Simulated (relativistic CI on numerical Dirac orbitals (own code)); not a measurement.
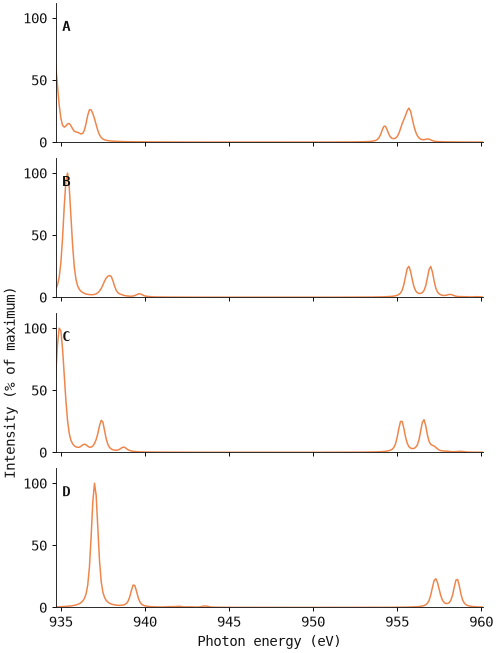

L₂,₃ X-ray absorption of Cu³⁺, [Ar] 3d⁸, in 4 environments. Multiplet model: relativistic Dirac–Coulomb–Breit theory, one configuration a step, Slater integrals scaled by 0.8, 300 K, Voigt broadening (Lorentzian 0.24 eV, Gaussian 0.3 eV full widths), computed with a radial Dirac CI code.

(1) a field of Oh symmetry with 10Dq = 19,700 cm⁻¹
(2) a field of Oh symmetry with 10Dq = 14,500 cm⁻¹
(3) a field of Oh symmetry with 10Dq = 40,400 cm⁻¹
(4) a field of Oh symmetry with 10Dq = 4,100 cm⁻¹

Q: Match the spectra to the environments.

A: A is (4), maxima at 933.8 eV (100), 934.5 eV (76), 935.5 eV (15), 936.7 eV (26), 954.3 eV (13) and 955.7 eV (27); B is (1), maxima at 935.4 eV (100), 937.9 eV (18), 955.7 eV (25) and 957.0 eV (25); C is (2), maxima at 934.9 eV (100), 937.4 eV (26), 955.3 eV (25) and 956.6 eV (26); D is (3), maxima at 937.0 eV (100), 939.3 eV (18), 957.3 eV (23) and 958.6 eV (23) (heights in % of each maximum). The ground-state spin is S = 1.00 in all.

Limits of the model: free-ion energies, so absolute edge positions are off by a few eV from solids.
